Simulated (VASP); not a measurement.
Band structure of B (alpha). These are PBE GGA, VASP's PBE PAW potentials (set 64) (plane waves; VASP) values and carry that method's errors.

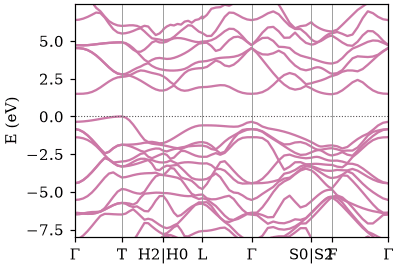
*Bands along high-symmetry lines, zero at the valence-band maximum or, without a gap, the Fermi level*

Question: Read the plot: is there a gap, and where are the band edges?

Answer: The gap is indirect, 1.47 eV, from the valence maximum at T to the conduction minimum at F. (Edges off the drawn lines would not show.)

The compound is B in the alpha structure. It was relaxed first.
